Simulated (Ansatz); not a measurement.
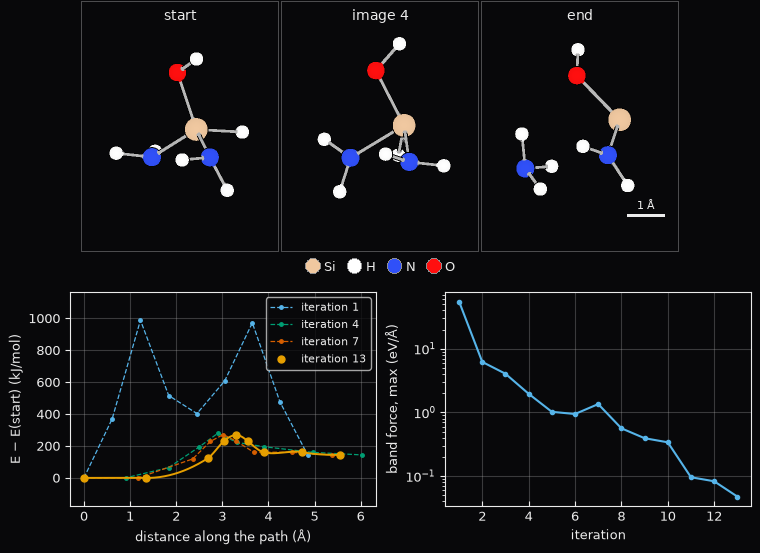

A search for the minimum-energy path of SiN$_{2}$H$_{6}$O by the nudged elastic band. Images are numbered from 0 (start) to 8 (end). The plot follows the band through its iterations. A ball-and-stick model, seen from a free direction.

Theory: Ansatz 0.2.0, RKS revPBE-D4/6-31G*. Set-up: 7 movable images; climbing image; force threshold 0.05 eV/Å; iteration limit 60; starting path through a guess of the saddle point.

How did the profile develop, and is the result final?

Answer. The run is converged, with reservations. The band converged in 13 iterations. The largest component of the band force went from 55 to 0.048 eV/Å. The climbing image converged on the top of the path. Its curvatures weren't checked. The first iteration put the highest image at 988.7 kJ/mol. The energy climbs by 268.4 kJ/mol to image 4 and then falls by 124.5 kJ/mol, so the end point sits at +143.9 kJ/mol.
